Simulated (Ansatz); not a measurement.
# Phonons of NaB (Fm-3m) against volume, part 2 of 2

Aim: how the phonons of NaB (Fm-3m) shift with volume, and the thermal expansion that follows.

Ansatz 0.2.0; DFT PBEsol, scalar-relativistic, plane waves, PAW; PAW set soft_1.

So far, highest frequency on the path or at a solved wavevector (cm⁻¹): step 2 (the dispersion) 306; step 4 (phonons at the other volume, volume ratio 0.97) 319.

## 5. Relaxing at another volume, volume ratio 1.03

The volume is scaled by 1.03 and held; symmetry leaves nothing to relax, so this is a single point. The modes can then be followed against volume.

The input, input.yaml:

```yaml
crystal:
  lattice:
    - [0.0, 2.6774442224, 2.6774442224]
    - [2.6774442224, 0.0, 2.6774442224]
    - [2.6774442224, 2.6774442224, 0.0]
  atoms:
    - { symbol: Na, position: [0.0, 0.0, 0.0] }
    - { symbol: B, position: [0.5, 0.5, 0.5] }
kpoints:
  mp_grid: { grid: [16, 16, 16] }
hamiltonian:
  xc: pbesol
  pseudopotentials: { kind: paw, azcp: { folder: soft_1 }, xc_functional: pbe }
scf:
  occupations: { method: methfessel_paxton, width: 0.2 }
output:
  forces: true
  stress: true
  eigenvalues: true
```

Run with:

```bash
$ ansatz run input.yaml --threads 4 --pin off --max-ram 10240MiB --backend cpu --events-out ev --progress --plain --runs-dir out
```

Numbers of over 12 decimals in the logs are rounded to 6 here.

Output:

```text
[...]
Crystal: 2 atoms, lattice volume = 38.388 Å³
Basis set: ecut = 420 eV, 749 PW (Γ), exchange–correlation on 54×54×54 points (8 copies of the dense FFT grid, shifted against one another)
Bands: 10, of which v1, the nominal top of the filled ones, is band 6 counted from 1 (5 counted from 0)
Symmetry: 48 space group operations
[...]
k-points: 145 of 4096
[...]
Internal energy: -1624.673528 eV  (E = F + TS)
E sigma→0 (E₀):  -1624.674350 eV
Entropy (-TS):   -0.001096 eV (-0.548 meV/atom)
Fermi energy:    2.633426 eV
[...]
--- Stress (GPa, compression-positive) ---
       -0.785200      -0.000000      -0.000000
       -0.000000      -0.785200      -0.000000
       -0.000000       0.000000      -0.785200
  P = ⅓ Tr σ = -0.7852 GPa (-7.852 kbar)
--- Band table (eV; the first three rows and the last of 145) ---
[...]
[key lines of the parts left out:]
SCF converged after 6 iterations
Free energy (F): -1624.674624 eV
```

The job ended after 0.75 s (4 threads of Arm Neoverse V2, shared host; peak memory 0.34 GiB; 2.5 s of CPU time).

Numbers from this step:

```
pressure        : -0.7852 GPa
volume per atom : 19.19 Å³
```

The run ends at a pressure of -0.79 GPa.

## 6. Phonons at the other volume, volume ratio 1.03

The phonons are repeated at this volume on the same k and q meshes.

input.yaml: that of step 5 with these lines changed.

```diff
@@ -16,4 +16,11 @@
 output:
-  forces: true
-  stress: true
   eigenvalues: true
+phonons:
+  method: dfpt
+  qmesh: [4, 4, 4]
+  temperatures: { t_max: 1000, t_step: 50 }
+  qpath:
+    path:
+      - [[0.0, 0.0, 0.0], [0.5, 0.0, 0.5], [0.625, 0.25, 0.625]]
+      - [[0.375, 0.375, 0.75], [0.0, 0.0, 0.0], [0.5, 0.5, 0.5], [0.5, 0.25, 0.75], [0.5, 0.0, 0.5]]
+    npoints: 10
```

Output:

```text
[...]
Crystal: 2 atoms, lattice volume = 38.388 Å³
Basis set: ecut = 420 eV, 749 PW (Γ), exchange–correlation on 54×54×54 points (8 copies of the dense FFT grid, shifted against one another)
Bands: 10, of which v1, the nominal top of the filled ones, is band 6 counted from 1 (5 counted from 0)
Symmetry: 48 space group operations
k-points: 145 of 4096
[...]
Entropy (-TS):   -0.001096 eV (-0.548 meV/atom)
Fermi energy:    2.633476 eV
[...]
--- Band table (eV; the first three rows and the last of 145) ---
[...]
ASR residual: 1.526e-5 → 0.000e0 eV/Å²; symmetrization residual: 2.841e-8 eV/Å²
  ASR residual per site (eV/Å²): 1.53e-5 2.10e-6
  Γ frequencies (cm⁻¹): 0.00 0.00 0.00 294.32 294.32 294.32
--- Phonons (arbitrary-q DFPT): 8 irreducible q on the 4×4×4 mesh ---
[...]
interpolated dispersion: 62 rows × 6 modes
[...]
[key lines of the parts left out:]
SCF converged after 8 iterations
Free energy (F): -1624.674624 eV
```

It took 3.8 min on 4 threads; peak memory 3.3 GiB.

This step gave:

```
sum-rule residual before enforcement                    : 1.53e-5 eV/Å²
lowest frequency on the path                            : -200.9 cm⁻¹
highest frequency on the path or at a solved wavevector : 294.3 cm⁻¹
highest optical mode at the zone centre (no LO-TO term) : 294.3 cm⁻¹
lowest optical zone-centre mode                         : 294.3 cm⁻¹
lowest mode on the q mesh (acoustic modes at Γ apart)   : -200.9 cm⁻¹
```

Frequencies (cm⁻¹) solved at each irreducible wavevector; negative means imaginary. Frequencies by wavevector, by row:

```tsv
q in reciprocal lattice units	star	mode 1	mode 2	mode 3	mode 4	mode 5	mode 6
0 0 0	1	0	0	0	294.3	294.3	294.3
0 0 0.25	8	61	105.2	105.2	254.2	272.3	272.3
0 0 -0.5	4	-55.6	174.8	174.8	190.5	228	228
0 0.25 0.25	6	-73.5	-73.5	176.9	205.7	290.1	290.1
0 0.25 -0.5	24	-142.3	54.7	56.4	239.9	266.3	269.2
0 0.25 -0.25	12	-107.7	136.7	174	185.5	231.3	287.1
0 -0.5 -0.5	3	-200.9	-126.3	-126.3	268.2	291.3	291.3
0.25 -0.5 -0.25	6	-166.8	-166.8	179.3	199.1	274.6	274.6
```

The highest optical mode at the zone centre (no LO-TO term) is 294.3 cm⁻¹, -12.2 cm⁻¹ against the base run.

## 7. Grüneisen parameters

The Grüneisen parameter of a mode is minus the logarithmic change of its frequency with volume, −d ln ω / d ln V; weighted by heat capacity it gives the expansion.

This step gave:

| Item | Value |
| --- | --- |
| bulk modulus | 28.7 GPa |

Phonon branches along the path, in cm⁻¹:

```tsv
point	branch 1	branch 2	branch 3	branch 4	branch 5	branch 6
Γ	0	0	0	306	306	306
X	-210	-134	-134	283	304	304
U	-186	-89	-8	264	281	286
jump to K	-186	-89	-8	264	281	286
Γ	0	0	0	306	306	306
L	-39	182	182	199	237	237
W	-175	-175	187	208	288	288
X	-210	-134	-134	283	304	304
```

The same for volume x 0.97:

```tsv
point	branch 1	branch 2	branch 3	branch 4	branch 5	branch 6
Γ	0	0	0	319	319	319
X	-219	-141	-141	298	318	318
U	-194	-93	-23	277	294	301
K	-194	-93	-23	277	294	301
Γ	0	0	0	319	319	319
L	15	190	190	208	246	246
W	-183	-183	195	217	303	303
X	-219	-141	-141	298	318	318
```

The same for volume x 1.03:

```tsv
point	branch 1	branch 2	branch 3	branch 4	branch 5	branch 6
Γ	0	0	0	294	294	294
X	-201	-126	-126	268	291	291
U	-177	-85	18	252	269	272
K	-177	-85	18	252	269	272
Γ	0	0	0	294	294	294
L	-56	175	175	190	228	228
W	-167	-167	179	199	275	275
X	-201	-126	-126	268	291	291
```

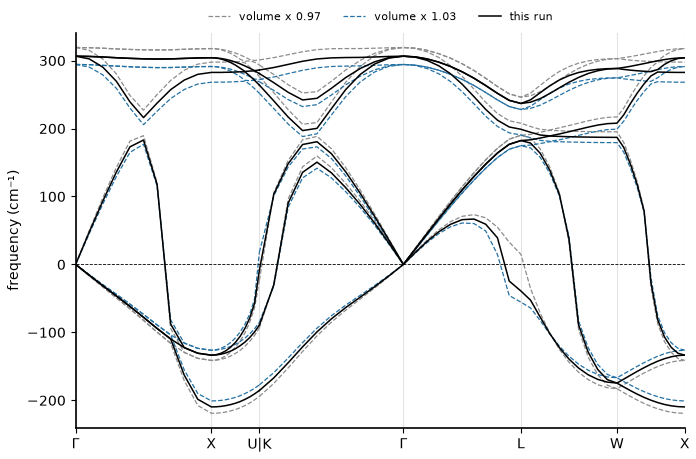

Phonon branches along the path; dashed: volume x 0.97 and volume x 1.03.

## 8. Outcome

```
bulk modulus : 28.7 GPa
```

No expansion is given, because modes are imaginary at one volume or more. The highest optical mode at Γ goes from 319 to 294 cm⁻¹ as the cell grows, a Grüneisen parameter of 1.36. Branches are matched by rank, so values near crossings are rough. With no gap, or one that is small against the smearing, the frequencies hang on the k mesh and the smearing, most of all near Kohn anomalies. The PAW files were made for PBE and serve the other functionals too. A phonon run warned that its eigensolver left some bands unconverged in a pass.

[Logs are printed without paths, hosts, clocks, repeated set-up lines and the standing remarks that a program may print on its own settings, such as how far it seeks lower states.]

[Hosts, paths, dates, database ids (printed as entryN), source tags and the programs' standing remarks are cut or masked in the printed files.]
